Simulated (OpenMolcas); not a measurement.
# PNH4 (SMILES N=[PH3]): methods side by side

PNH4: 6 atoms, total charge 0, spin state singlet. As SMILES, `N=[PH3]`. The shape is that of a GFN2-xTB optimisation.

```xyz
6

N     0.6145   -0.7126    0.8681
P    -0.1568    0.2251   -0.0815
H     1.0353   -1.5193    0.4338
H    -1.2997   -0.1796   -0.7813
H     0.4653    0.9308   -1.1183
H    -0.6585    1.2556    0.6793
```

Each level gives the energy change with the P2–H5 bond stretched from 1.400 to 1.750 Å (eV). The values are calculated.

```csv
level,kind,program,value (eV),less FCI/STO-3G,CPU time (all runs)
HF/STO-3G (restricted),Hartree–Fock,OpenMolcas,1.20,+0.71,3.2 s
SVWN5/STO-3G (restricted),LDA,OpenMolcas,0.48,-0.01,9 s
PBE/STO-3G (restricted),GGA,OpenMolcas,0.42,-0.07,11 s
r2SCAN/STO-3G (restricted),meta-GGA,OpenMolcas,0.53,+0.04,13 s
PBE0/STO-3G (restricted),global hybrid,OpenMolcas,0.65,+0.16,10 s
B2PLYP/STO-3G (restricted),double hybrid,OpenMolcas,0.65,+0.16,9.6 s
MP2/STO-3G (restricted),perturbation theory,OpenMolcas,0.74,+0.25,3.3 s
ACPF/STO-3G (restricted),coupled cluster or CI,OpenMolcas,0.47,-0.02,3.5 s
FCI/STO-3G,exact in the basis,OpenMolcas,0.49,0.00,1.8 min
```

FCI/STO-3G is exact within its basis and frozen core, so for wave-function methods in that basis the difference is their error; functionals converge differently with the basis, so for them it is only a difference. The first shape isn't each level's own minimum. The values span 0.42 to 1.20 eV. All rows use very small basis sets, so even the best lies far from the true value. CPU times are rough (shared hosts, several kinds of processor): they show what a rung costs within a factor of a few.

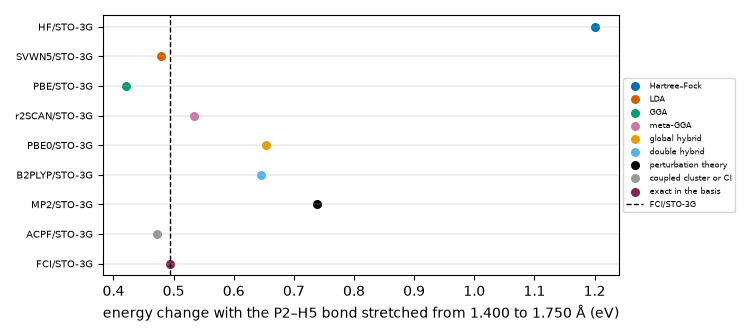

The values of the table, level by level.
